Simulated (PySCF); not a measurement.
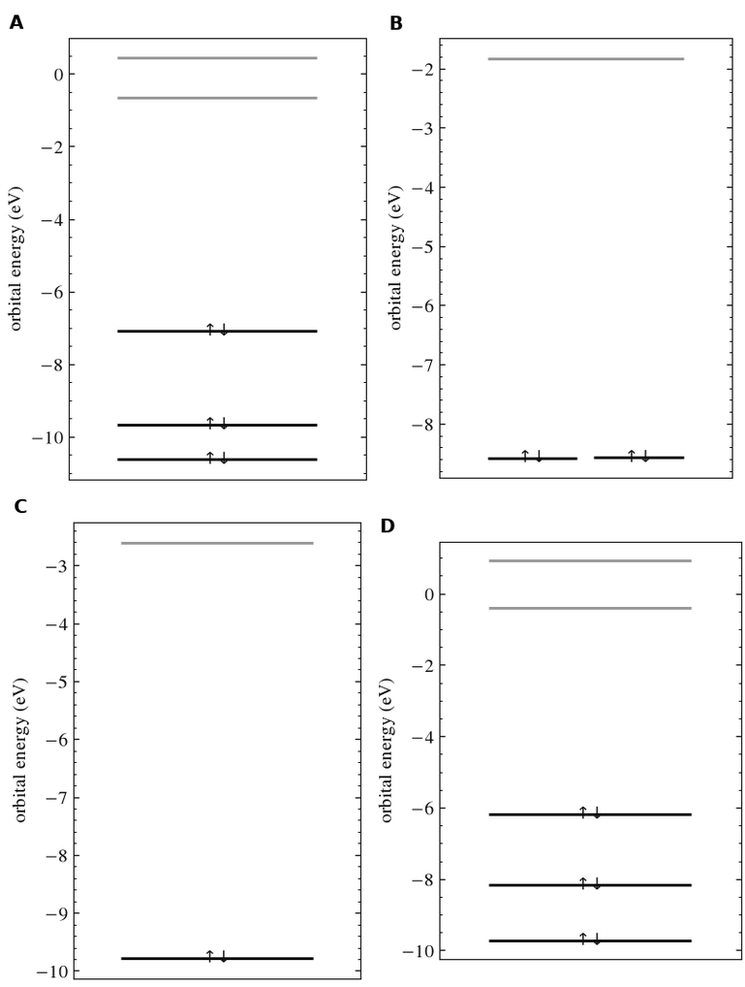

Kohn-Sham orbital energies near the frontier, PBE0/def2-SVPD, PySCF 2.14.0, at a PBE0-D3(BJ)/def2-SVP geometry (no frequency check), isolated molecule; empty levels in grey, levels within 0.03 eV side by side.

Question: Which panel belongs to which molecule?
1. GaH₃, SMILES [H][Ga]([H])[H], singlet
2. C₆H₈, SMILES CC1=CCC=C1
3. GeCl₄, SMILES [Cl][Ge]([Cl])([Cl])[Cl], singlet
4. C₂H₃F₃Se, SMILES C[Se]C(F)(F)F

Answer: A: 4 (HOMO −7.09 eV, LUMO −0.65 eV)
B: 1 (HOMO −8.57 eV, LUMO −1.83 eV)
C: 3 (HOMO −9.78 eV, LUMO −2.61 eV)
D: 2 (HOMO −6.19 eV, LUMO −0.39 eV)

Caveats, for all or some of the runs: empty levels above zero depend strongly on the basis; spin-orbit coupling is left out, and with Se it can shift these levels and split any degenerate set.
